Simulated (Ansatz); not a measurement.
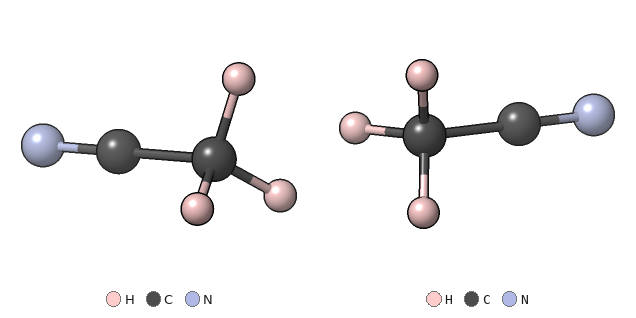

Two views of one molecule.

> What is the molecular formula?

C2H3N, 6 atoms: 2 carbon, 3 hydrogen and 1 nitrogen.

> How many atoms are distinct by symmetry?

4: 3 H, 1 C, 1 C, 1 N.

> How many bonds of each kind are drawn?

3 C–H, 1 C–C, 1 C–N. Sticks follow a distance rule.

> Give the symmetry (Schoenflies symbol).

C3v.

The parts below concern this one geometry. Atoms keep their numbers from picture to picture. Computed geometry: PBE0-D4/def2-TZVP optimisation.

### Shape

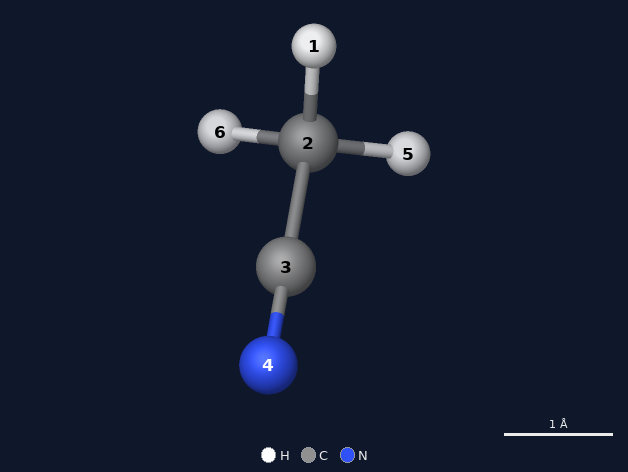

Atoms carry their numbers in the input.

Give the bond lengths.

| bond | length (Å) |
| --- | --- |
| H1–C2 | 1.091 |
| C2–C3 | 1.449 |
| C2–H5 | 1.091 |
| C2–H6 | 1.091 |
| C3–N4 | 1.149 |

### Charges

The questions are on Mulliken charges. Level of theory: RKS PBE0-D4/def2-TZVP (Ansatz 0.2.0).

Give the Mulliken charges atom by atom.

```
atom  value (e)
  H1       0.17
  C2      −0.25
  C3      −0.24
  N4      −0.01
  H5       0.17
  H6       0.17
```

### Electronic properties

Level of theory: RKS PBE0-D4/def2-TZVPP (Ansatz 0.2.0).

Predict the main results.

- HOMO energy (Kohn–Sham orbital): −9.47 eV
- LUMO energy (Kohn–Sham orbital): 0.86 eV
- HOMO–LUMO gap: 10.34 eV

### Thermal motion

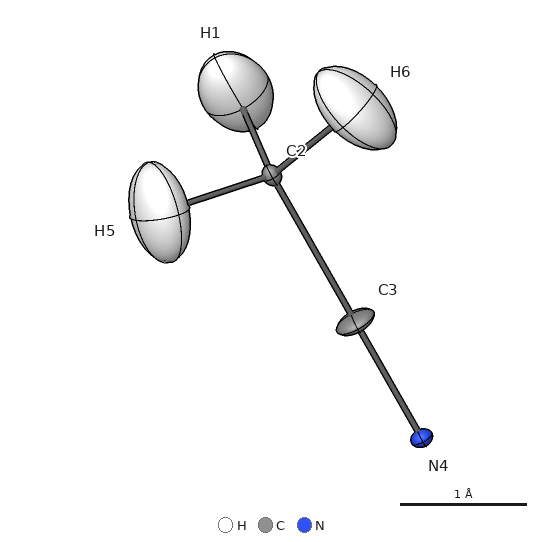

Displacement ellipsoids at the 50 % level, enlarged 2 times, from the internal vibrations of the free molecule (harmonic, no overall translation or rotation; no half-axis is drawn under 0.075 Å). Vibrations computed with RKS PBE0-D4/def2-TZVP (Ansatz 0.2.0). Temperature: 298 K.

> Which atom moves most?

H1, H5, H6, with U_eq = 0.0106 Å².

> Does H5 move more along its bond or across it?

Across it: the root-mean-square amplitude is 0.073 Å along the bond and up to 0.134 Å across, since bending and torsion are softer than stretching.

Give the displacement parameters, one line for each set of equivalent atoms.

| atom | U_eq (Å²) | rms amplitudes (Å) |
| --- | --- | --- |
| H1, H5, H6 | 0.0106 | 0.073, 0.091, 0.134 |
| C2 | 0.00059 | 0.021, 0.021, 0.030 |
| C3 | 0.0021 | 0.022, 0.054, 0.054 |
| N4 | 0.00077 | 0.023, 0.030, 0.030 |

Mulliken values depend strongly on the basis set and can even reverse the polarity of a bond.
